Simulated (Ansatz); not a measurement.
A series of calculations on Si₃N₂H₁₀OF

Part 1: Relaxation

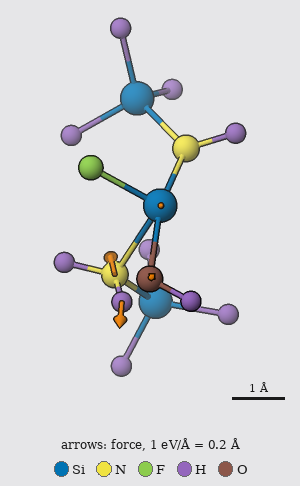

Starting geometry of Si$_{3}$N$_{2}$H$_{10}$OF (multiplicity 2) (started from a transition state, displaced along its imaginary mode) with the computed forces as orange arrows. The picture is a ball-and-stick view, seen from a free direction.

Computed with Ansatz, UKS PBE0-D4/def2-TZVP.

The input:
```yaml
crystal:
  periodic: [false, false, false]
  atoms:
    - {symbol: Si, position_ang: [0.886409, 0.402438, 1.102262]}
    - {symbol: N, position_ang: [0.826629, -1.038414, -0.202691]}
    - {symbol: Si, position_ang: [0.471992, -0.634902, -1.911642]}
    - {symbol: N, position_ang: [-0.572706, 1.300023, 0.560090]}
    - {symbol: Si, position_ang: [-2.247143, 0.847769, 0.591543]}
    - {symbol: F, position_ang: [0.260132, -0.443672, 2.328256]}
    - {symbol: H, position_ang: [1.754134, -1.123287, 0.064120]}
    - {symbol: O, position_ang: [2.541788, -0.377420, 1.231079]}
    - {symbol: H, position_ang: [0.259038, -1.812181, 0.143456]}
    - {symbol: H, position_ang: [1.315781, 0.527296, -2.245123]}
    - {symbol: H, position_ang: [0.847702, -1.813611, -2.728818]}
    - {symbol: H, position_ang: [-0.961885, -0.331340, -2.118702]}
    - {symbol: H, position_ang: [-0.406278, 2.296607, 0.485661]}
    - {symbol: H, position_ang: [-2.970691, 1.200864, 1.847117]}
    - {symbol: H, position_ang: [-2.303640, -0.629946, 0.428102]}
    - {symbol: H, position_ang: [-2.997503, 1.477975, -0.536155]}
    - {symbol: H, position_ang: [3.296041, 0.151799, 0.961544]}
basis:
  gaussian: {orbitals: def2-TZVP}
magnetization: {spin_polarized: true, initial_magnetization: 1}
hamiltonian: {xc: pbe0, dispersion: d4}
relax: {f_tol: 0.005, max_steps: 200}
```

Launched with:
```bash
ansatz run in.yaml --threads 4 --pin off --events-out ev --progress --plain --max-ram 66560MiB --backend cuda --devices 0, --max-vram 37GiB
```

Question: What follows when this structure is relaxed?

Answer: It isn't relaxed: the largest force vector, on N2, is 4.51 eV/Å. The final displacements have little in common with the starting forces (cosine between the two patterns 0.11). Over 21 accepted moves (22 points after the start) the energy falls by 18.8 kcal/mol. The largest force component goes from 4.3 to 0.0034 eV/Å. The line search rejected the trial step at point 11 of the run. The largest moves after the best rigid fit, 0.80 Å, are those of H7 and O8. Largest moves by element: O 0.80 Å, H 0.79 Å, F 0.34 Å, N 0.30 Å, Si 0.19 Å. Near-neighbour distances that change, for instance: Si1–O8 1.834 → 1.682 Å, Si1–N2 1.945 → 2.085 Å, N2–H7 0.969 → 1.016 Å, Si1–N4 1.797 → 1.765 Å. Among the angles between lasting bonds that change: N4–Si1–O8 165.1° → 124.9°, F6–Si1–O8 94.2° → 118.8°, Si1–N2–H7 81.4° → 103.7°. Groups turn about Si1–O8 by about 55°, N2–Si3 by about 25°.

Part 2: Relaxation

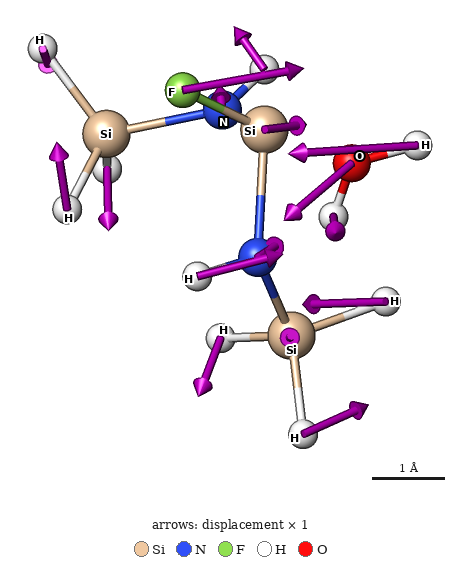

This is a relaxation of Si3N2H10OF (multiplicity 2) (started from a transition state, displaced along its imaginary mode). The starting structure is drawn; purple arrows show the displacements, at their true length. The two geometries are superimposed by the best rigid fit.

A ball-and-stick model, seen from a free direction.

These are results of Ansatz 0.2.0, UKS PBE0-D4/def2-TZVP, not measurements. (force threshold 0.005 eV/Å; at most 200 steps)

> What did the optimiser do to the structure, and how much energy did it gain?

After 82 accepted moves (96 points after the start) the energy has fallen by 31.5 kcal/mol. Largest force component: 8.2 eV/Å at the start, 0.0019 eV/Å at the end. The line search rejected the trial steps at points 6, 9, 13, 17, 20, 24, 28, 33 and more of the run. An H atom moves most after the best rigid fit: 2.01 Å. By element the largest moves are H 2.01 Å, F 1.77 Å, O 1.53 Å, Si 1.01 Å, N 0.78 Å. Near-neighbour distances that change, for instance: H–Si 2.042 → 4.257 Å, O–Si 2.116 → 3.629 Å, H–O 0.857 → 0.960 Å, N–Si 1.800 → 1.708 Å. Among the angles between lasting bonds that change: H–O–H 115.1° → 105.7°, Si–N–Si 120.7° → 127.6°, N–Si–H 113.0° → 106.9°. Groups turn about N–Si by about 70°, N–Si by about 40°.

Part 3: Reaction

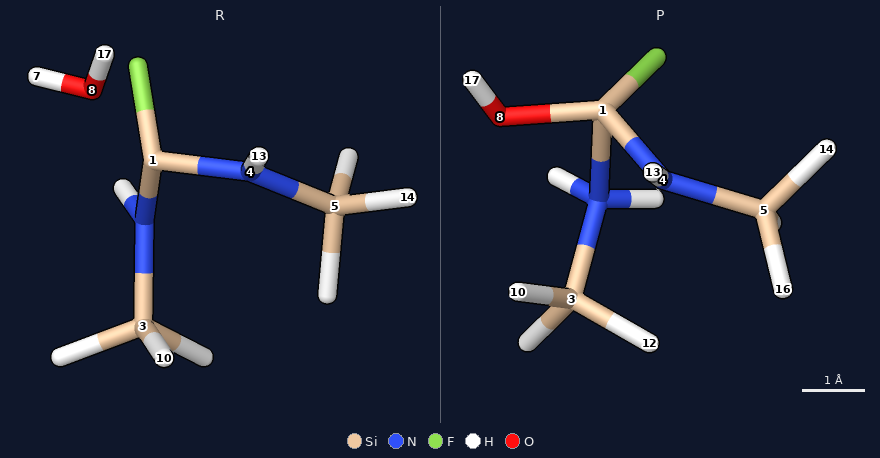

Reactant (R) and product (P) of one elementary step of Si3N2H10OF (multiplicity 2). The picture is a stick view, seen at a tilt.

Stationary points at PBE0-D4/def2-TZVP, single-point energies with PBE0-D4, wB97X-V, BHLYP-D4 (def2-TZVPP where no basis is named; Ansatz 0.2.0). The energies are electronic, without zero-point or thermal terms, and both ends are the minima reached downhill from the saddle, with any fragments still in contact.

R:
```xyz
17

Si    0.7973    1.1560    0.4283
N     0.6801   -0.2658   -0.5111
Si    0.1698   -0.4023   -2.1595
N    -0.7792    1.7459    0.7210
Si   -2.2395    0.8054    0.6339
F     1.5196    0.6728    1.8018
H     3.1376   -2.3159    1.1966
O     2.2088   -2.0827    1.2587
H     1.2001   -1.0556   -0.1233
H    -0.3648    0.9206   -2.5703
H     1.3044   -0.7688   -3.0504
H    -0.8851   -1.4370   -2.3165
H    -0.8787    2.7134    0.9880
H    -3.3430    1.6736    1.1223
H    -2.1511   -0.4115    1.4794
H    -2.5455    0.3809   -0.7574
H     2.1691   -1.3290    1.8584
```

P:
```xyz
17

Si    0.9307    0.3417    1.2674
N     0.5966   -1.1947   -0.1021
Si    0.4860   -0.6098   -1.7902
N    -0.3922    1.1977    0.4713
Si   -2.0821    0.8097    0.5184
F     0.4050   -0.7409    2.3659
H     1.3840   -1.8201    0.0402
O     2.4835    0.1733    0.6427
H    -0.2414   -1.6911    0.1864
H     1.3080    0.5984   -1.9755
H     0.9920   -1.7000   -2.6669
H    -0.9433   -0.3740   -2.0904
H    -0.2280    2.1967    0.5184
H    -2.7587    1.2243    1.7773
H    -2.2187   -0.6670    0.3908
H    -2.7988    1.4533   -0.6157
H     3.0772    0.8025    1.0619
```

Predict the saddle point between them and the barrier.

Counted by bonded pieces, R holds H₂O + Si₃H₈N₂F and P holds Si₃H₁₀N₂OF. From R over the saddle to P, bonds form: Si1–O8 (3.63 → 1.98 → 1.68 Å), N2–H7 (3.63 → 1.29 → 1.02 Å). A bond breaks: H7–O8 (0.96 → 1.22 → 2.35 Å). Bonds that stay but change much: Si1–N2 (1.71 → 1.87 → 2.09 Å). The saddle has one imaginary mode, 1210i cm⁻¹. With PBE0-D4 the barrier is 0.96 eV from R and 0.96 eV from P, and P lies 0.00 eV below R.

| level | barrier from R (eV) | barrier from P (eV) | P less R (eV) |
| --- | --- | --- | --- |
| PBE0-D4 | 0.96 | 0.96 | 0.00 |
| wB97X-V | 1.05 | 1.05 | 0.01 |
| BHLYP-D4 | 1.28 | 1.17 | 0.11 |

Saddle geometry:

```xyz
17

Si    0.7933    0.3728    1.0497
N     0.7709   -1.0095   -0.2128
Si    0.4578   -0.6391   -1.9015
N    -0.5981    1.3250    0.5642
Si   -2.2634    0.8495    0.5883
F     0.2628   -0.4391    2.3373
H     1.9723   -1.0276    0.2465
O     2.5701   -0.4821    1.1650
H     0.2566   -1.8149    0.1348
H     1.3102    0.5241   -2.2454
H     0.8439   -1.8120   -2.7269
H    -0.9699   -0.3227   -2.1442
H    -0.4136    2.3141    0.4894
H    -2.9742    1.2008    1.8483
H    -2.3020   -0.6282    0.4279
H    -3.0046    1.4811   -0.5387
H     3.2877    0.1078    0.9182
```

The saddle point in the same view, with dashed sticks for the bonds that form or break:

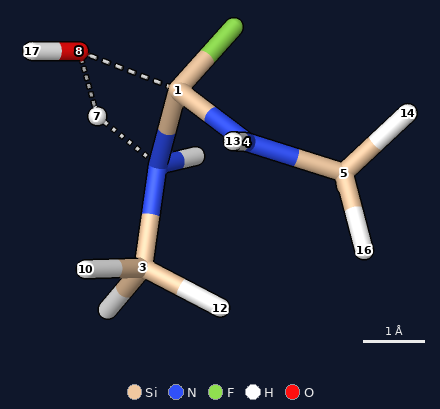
